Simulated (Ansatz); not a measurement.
## Electronic structure of C$_{2}$H$_{4}$Mg (SMILES C=[CH][MgH]) in real space

```yaml
atoms:
  - { symbol: C, position_ang: [0.2329, 1.7439, -1.2336] }
  - { symbol: C, position_ang: [-0.1726, 0.6940, -0.5055] }
  - { symbol: Mg, position_ang: [-1.5373, 0.8422, 1.0776] }
  - { symbol: H, position_ang: [-0.1215, 2.7649, -1.0536] }
  - { symbol: H, position_ang: [0.9475, 1.6586, -2.0608] }
  - { symbol: H, position_ang: [0.2759, -0.2615, -0.8125] }
  - { symbol: H, position_ang: [-2.6543, 0.9933, 2.3671] }
```

Geometry: PBE0-D3(BJ)/pcseg-1.

All numbers below come from isolated molecule in a Gaussian basis; Kohn-Sham density functional theory, functional PBE0 (Ansatz 0.2.0).

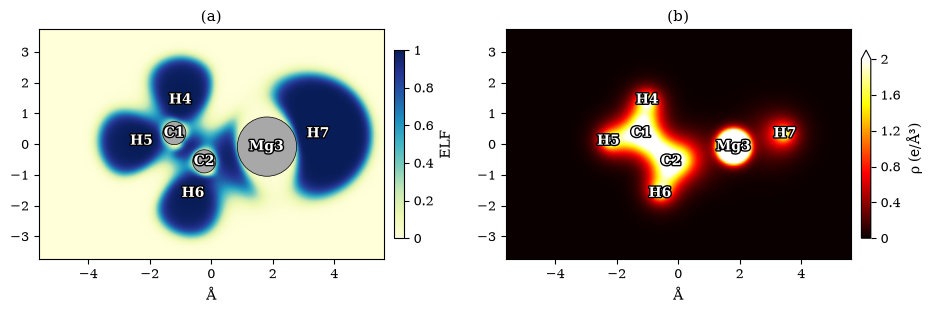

Figure 1. (a) ELF; (b) electron density on the molecular plane. Grey discs cover the atomic cores in the ELF map.

### Read the bonding off the picture.

The section cuts through C, Mg and H sites. C–C (1.34 Å): ρ at the midpoint is about 2.3 e/Å³; the ELF peaks at about 0.95 between the atoms: a multiple bond. C–Mg (2.10 Å): the density is about 0.49 e/Å³ at the midpoint; the ELF peaks at about 0.95 in the valence shell of C, 0.8 Å from its nucleus, and is about 0.80 at the midpoint. C–H (1.10 Å): ρ at the midpoint is about 2 e/Å³; the ELF climbs to about 1 towards the hydrogen, as it does in any bond to H: an ordinary covalent bond to hydrogen. Mg–H (1.71 Å): ρ is about 0.37 e/Å³ halfway; the ELF climbs to about 1 towards the hydrogen.

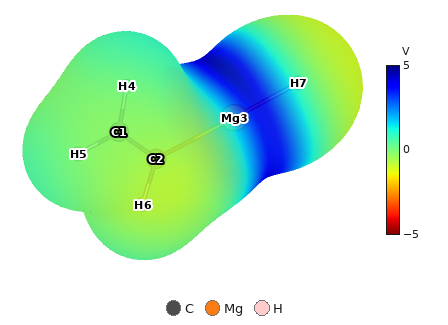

Figure 2. The electrostatic potential painted on the density surface at 0.002 e/bohr³, seen at a tilt; the colour scale runs from red (negative) to blue (positive).

### Which sites attract a positive test charge, and which a negative one?

A positive charge is drawn to the negative regions and a negative charge to the positive ones. The most negative region (about −1.0 V) lies over H7, the most positive (about +4.4 V) over Mg3.

### What dipole moment does the calculation give?

Its dipole moment is 0.35 D.

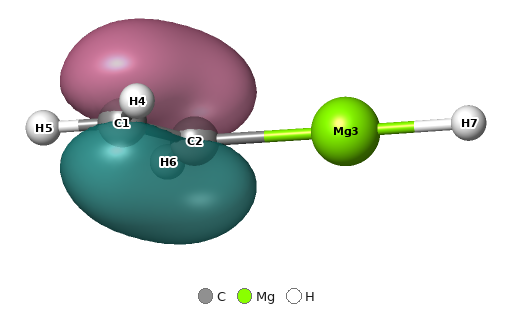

Figure 3. The HOMO−1 at ±0.15 Å⁻³ᐟ² (teal and pink are the two phases), seen from one side.

### Where does this orbital lie, and at what energy?

It lies mainly on C1 (about 45 %) and C2 (about 40 %); it changes sign across the molecular plane (π type); π-bonding across C1–C2. Its energy is −7.45 eV.
